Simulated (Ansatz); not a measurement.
Consider BBrCl₂···H₂.

```xyz
6

B     0.0248   -0.6489   -0.4281
H     0.0037    0.2389    1.8044
Cl    1.5170    0.1679   -0.7880
Cl   -1.5011    0.1046   -0.7824
Br    0.0659   -2.5224    0.2596
H     0.0257   -0.4255    2.0538
```

Not at a stationary point (largest force 1.6 eV/Å).

Computed with RHF/def2-SVP in Ansatz 0.2.0.

Q: What will maps of the electron density and electron localisation function show?

A: B–Cl (1.74 Å): the density is about 1.4 e/Å³ at the midpoint; the ELF peaks at about 0.95 between the atoms, as expected for a polar covalent bond.
B–Br (2.00 Å): the density is about 0.99 e/Å³ at the midpoint, with its minimum of 0.84 e/Å³ about 0.7 Å from B; the ELF peaks at about 0.95 between the atoms, as expected for a polar covalent bond.

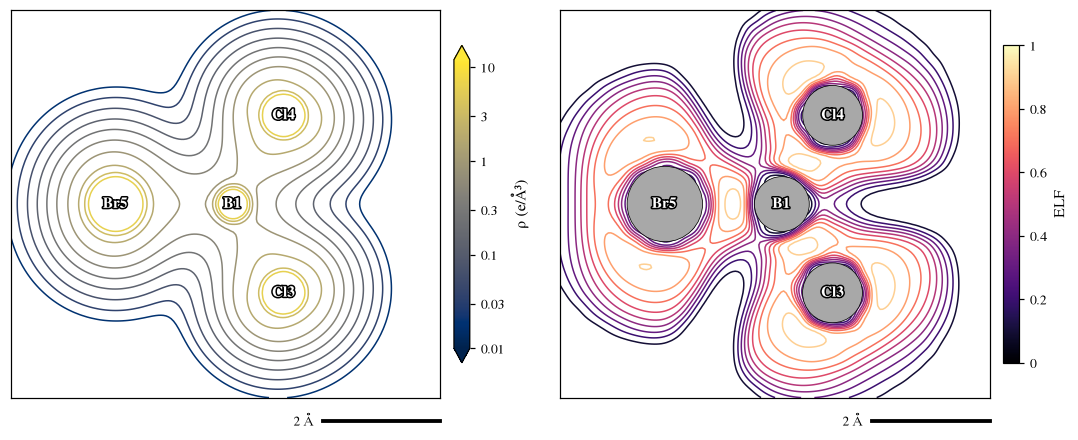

Computed electron density and electron localisation function on the plane of atoms Cl3, B1 and Cl4, in this order. Grey discs cover the atomic cores in the ELF map. 
